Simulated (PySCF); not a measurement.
C₄H₉Al (SMILES C=C[CH2][AlH][CH3])

```xyz
14

C    -1.9042    0.8049   -0.2797
C    -1.5030   -0.2123    0.4917
C    -0.5339   -1.2776    0.1205
Al    1.3157   -0.8800    0.7031
C     1.8472    0.9763    0.9944
H    -1.5625    0.9071   -1.3156
H    -2.5905    1.5683    0.0950
H    -1.8889   -0.2542    1.5199
H    -0.4627   -1.3763   -0.9810
H    -0.8381   -2.2676    0.5010
H     2.3362   -2.0956    0.8780
H     1.4664    1.6227    0.1852
H     1.3828    1.3573    1.9219
H     2.9342    1.1259    1.0813
```

Geometry: PBE0-D3(BJ)/def2-SVP.

These are results of PBE0/pcSseg-1, SCF density, gas phase, non-relativistic in PySCF 2.14.0, not measurements.

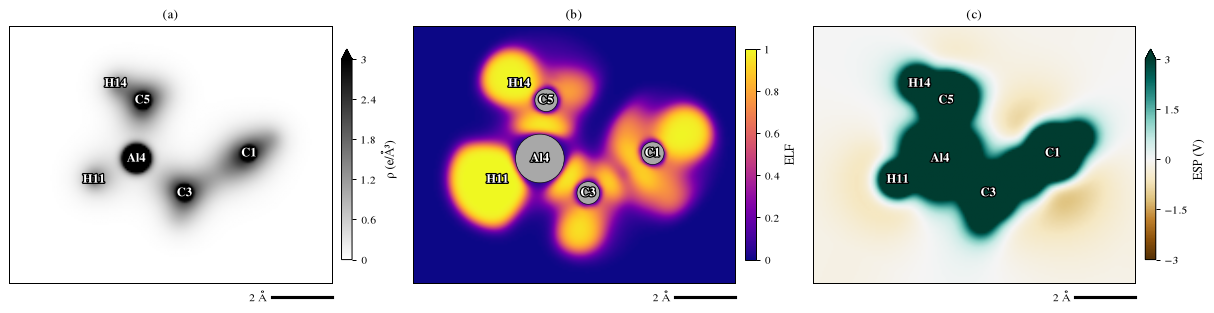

Figure 1. (a) total electron density; (b) electron localisation function; (c) electrostatic potential on the plane of atoms C3, Al4 and C5. Grey discs cover the atomic cores in the ELF map.

What does the map show?

Answer.
- The plane passes through C, Al and H nuclei.
- C–Al (1.95 Å): the density is about 0.72 e/Å³ at the midpoint; the ELF peaks at about 0.95 between the atoms (a polar covalent bond).
- C–H (1.10 Å): the density is about 1.9 e/Å³ at the midpoint; the ELF climbs to about 1 towards the hydrogen, as it does in any bond to H (a covalent bond by its length).
- Al–H (1.60 Å): ρ is about 0.54 e/Å³ halfway; the ELF climbs to about 1 towards the hydrogen.
- Outside the dense part of the molecule the potential is most negative (−1.2 V) near C1.

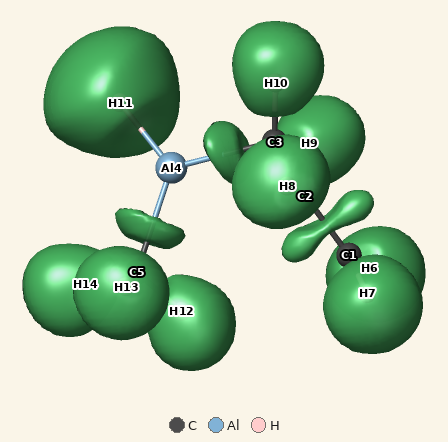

Figure 2. Isosurface of the ELF at 0.85 (green), seen at a tilt. Core shells and regions of very low density are left out.

Describe the localisation domains.

Answer. The surface consists of two regions between bonded Al–C atoms (shared pairs), two regions between bonded C–C atoms (shared pairs) and nine regions around hydrogen nuclei. Along the contacts the grid gives the following. C–C (1.34 Å): the ELF peaks at about 0.90 between the atoms (a multiple bond).

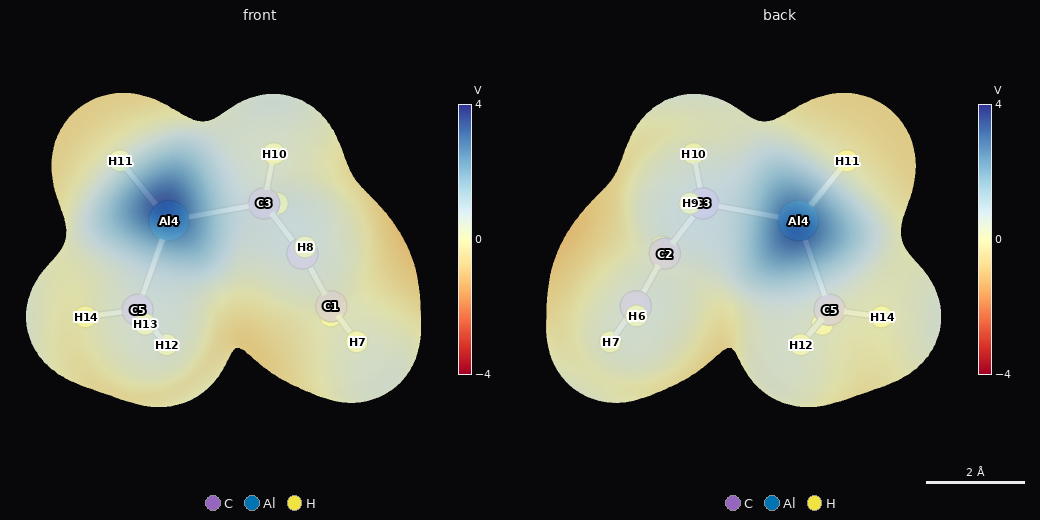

Figure 3. The molecular electrostatic potential painted on the density surface at 0.002 e/bohr³, seen from the front and from behind; the colour scale runs from red (negative) to blue (positive).

Which sites attract a positive test charge, and which a negative one?

Answer. A positive charge is drawn to the negative regions and a negative charge to the positive ones. The most negative region (about −1.0 V, or −23 kcal/mol for a unit charge) lies over the π face of C1 and C2, the most positive (about +3.3 V, or +76 kcal/mol for a unit charge) over Al4.
